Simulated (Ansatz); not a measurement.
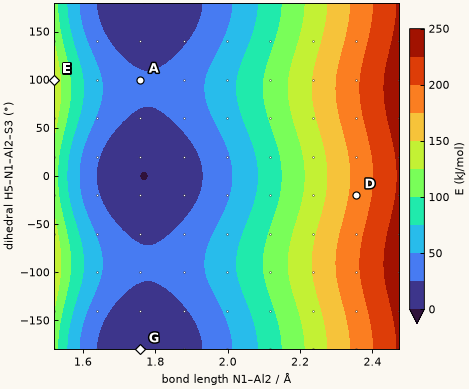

AlClH3NS, SMILES [NH2][Al]([SH])[Cl]. Coordinates scanned: (1) bond length N1–Al2; (2) dihedral H5–N1–Al2–S3. Nothing is relaxed (all other coordinates rigid). The grid has 9 × 9 points; 79 points were computed and 2 follow by symmetry. All energies are given in kJ/mol relative to the lowest grid point. Theory: Ansatz 0.2.0, RKS PBE-D4/def2-TZVP.

The picture shows filled contours, dots at the grid points, lettered points. Between grid points the surface is interpolated.

### What kind of point is each of A, D, G: minimum, saddle, maximum or slope?

A: saddle point; D: on a slope; G: minimum. (In these two coordinates alone; a stationary point may lie a little off the grid point.)

### Rank the lettered points by energy, lowest first.

G (0 kJ/mol), A (28 kJ/mol), E (145 kJ/mol), D (183 kJ/mol).
